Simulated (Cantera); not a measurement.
Input: 1 mol Si, 12 mol HCl, at 1.20 Pa.

Equilibrium computed with Cantera from the NASA thermochemical tables; the gas is ideal and each condensed phase is pure. Candidate condensed phases: Si; 19 gas species. The tables' values for SiCl3, SiCl are old estimates; treat these amounts as uncertain. Rates play no part.

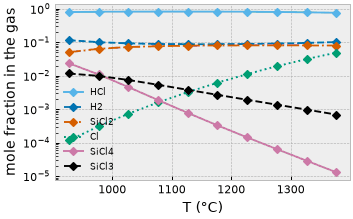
Equilibrium gas composition (values under 1e-9 drawn at 1e-9)

From 927 °C to 1377 °C nothing is condensed. The main Si-bearing gas is SiCl2 throughout.
